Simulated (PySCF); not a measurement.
```yaml
atoms:
  - { symbol: C, position_ang: [-4.0420, -0.9066, 0.4607] }
  - { symbol: O, position_ang: [-3.5335, 0.3019, -0.0125] }
  - { symbol: Si, position_ang: [-2.2321, 1.1611, 0.4332] }
  - { symbol: C, position_ang: [-0.6119, 0.2781, 0.0840] }
  - { symbol: C, position_ang: [-0.2561, -1.0411, -0.0618] }
  - { symbol: C, position_ang: [1.1295, -1.0664, -0.3035] }
  - { symbol: C, position_ang: [1.5539, 0.2369, -0.2896] }
  - { symbol: Si, position_ang: [3.2146, 1.0449, -0.5819] }
  - { symbol: N, position_ang: [4.3688, -0.2006, -0.2873] }
  - { symbol: O, position_ang: [0.4967, 1.0440, -0.0553] }
  - { symbol: H, position_ang: [-3.3635, -1.7318, 0.2334] }
  - { symbol: H, position_ang: [-4.9980, -1.0863, -0.0333] }
  - { symbol: H, position_ang: [-4.1988, -0.8692, 1.5414] }
  - { symbol: H, position_ang: [-2.4206, 2.3157, -0.4311] }
  - { symbol: H, position_ang: [-2.2680, 1.4769, 1.8700] }
  - { symbol: H, position_ang: [-0.9145, -1.8857, -0.0041] }
  - { symbol: H, position_ang: [1.7465, -1.9264, -0.4693] }
  - { symbol: H, position_ang: [3.2938, 2.2355, 0.2799] }
  - { symbol: H, position_ang: [3.4106, 1.4225, -1.9841] }
  - { symbol: H, position_ang: [5.3422, -0.0094, -0.4585] }
  - { symbol: H, position_ang: [4.2735, -0.7772, 0.5334] }
```

Geometry: GFN2-xTB.

Theory: PBE0/pcSseg-1, SCF density, gas phase, non-relativistic in PySCF.

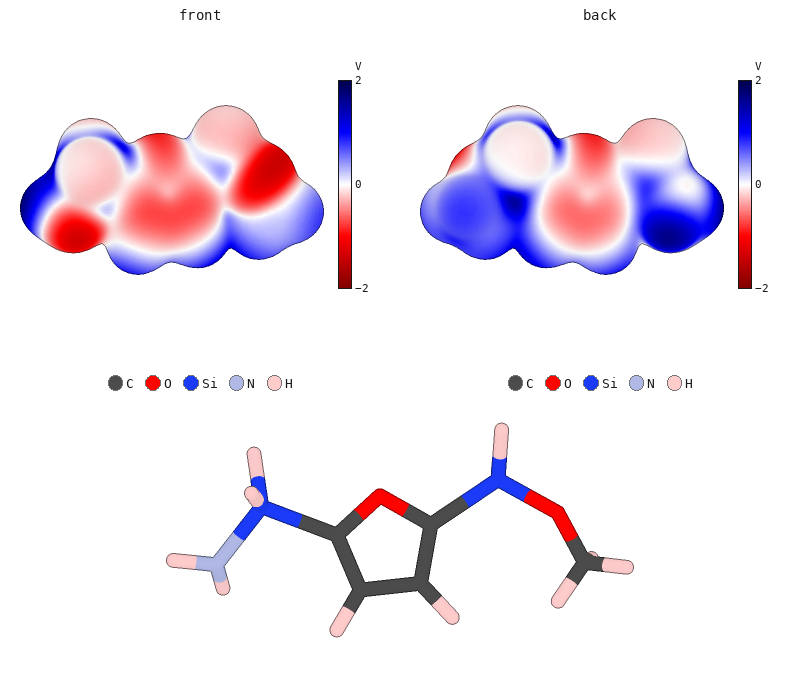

C5H11NO2Si2 (SMILES CO[SiH2]c1ccc([SiH2]N)o1). The molecular electrostatic potential painted on the density surface at 0.002 e/bohr³, seen from the front and from behind; the colour scale runs from red (negative) to blue (positive). The bare structure is drawn below in the same view.

Q: Where is the surface potential most negative and most positive?

A: The most negative region (about −1.3 V) lies over O2 and N9, the most positive (about +1.6 V) over H20 and H21.
